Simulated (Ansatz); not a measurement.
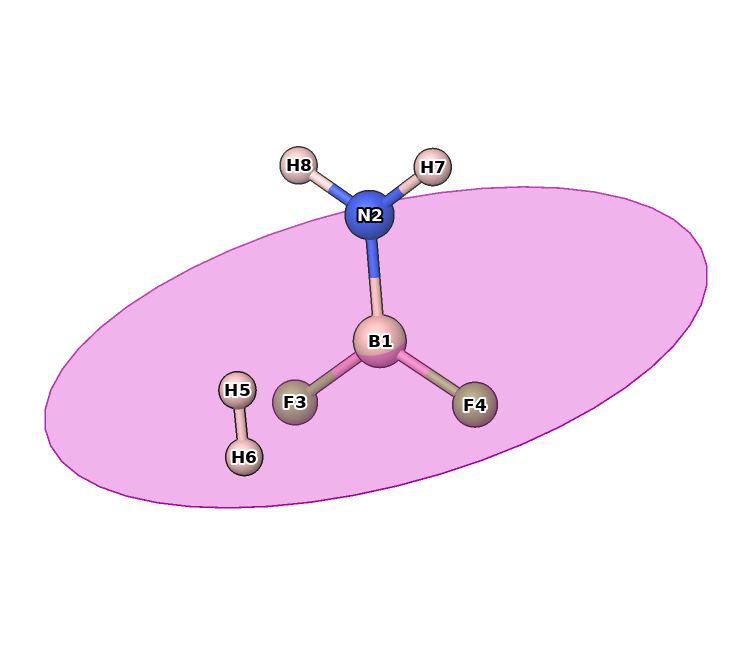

A disc through the centre of mass is drawn in. Atoms fade into the background with distance from the viewer. The geometry was computed by an optimisation with PBE0-D4/def2-TZVP. No frequency run is at hand to confirm it as a minimum.

### Is the plane of the disc a mirror plane of the structure?

No. The point group is Cs, with 1 mirror plane, and this plane isn't one of its mirror planes.
